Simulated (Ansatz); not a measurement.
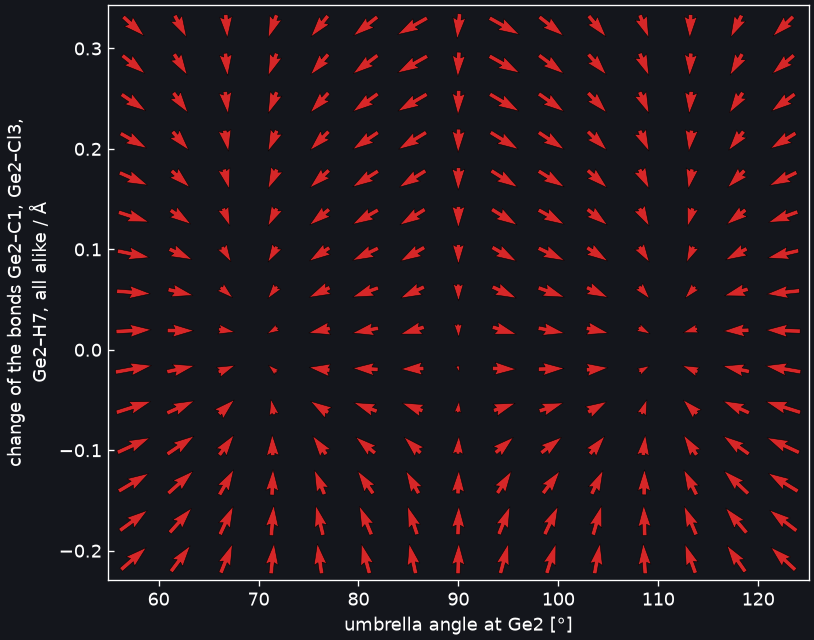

CH4ClGe, SMILES [CH3][GeH][Cl], spin multiplicity 2. 
- The first coordinate is: umbrella angle at Ge2 (between each of its bonds and their common axis; 90 is planar); the second: change of the bonds Ge2–C1, Ge2–Cl3, Ge2–H7, all alike.
- Nothing is relaxed (all other coordinates rigid).
- Grid: 15 × 15 points.
- Points are written as (first, second).
- These are results of Ansatz, UKS PBE0-D4/def2-TZVP, not measurements.

In the figure: arrows along the force (downhill), their lengths compressed.

**The arrows alone are given. Where are the wells?**

The arrows converge at about (110°, 0.000 Å); about (70°, 0.00 Å) (3.4 kJ/mol up) (read from the interpolated surface).

The energy map of the same scan:

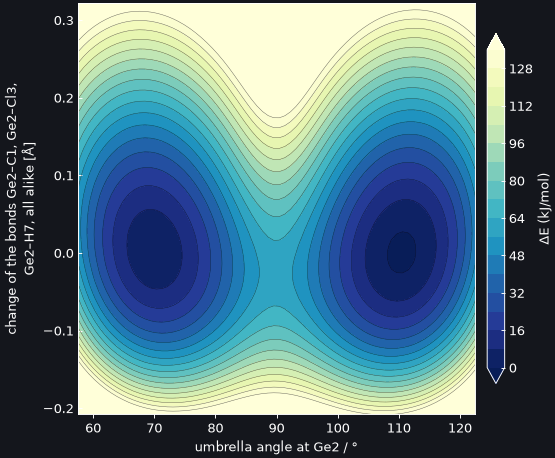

Energies are in kJ/mol, from the lowest grid point; between grid points the surface is interpolated.
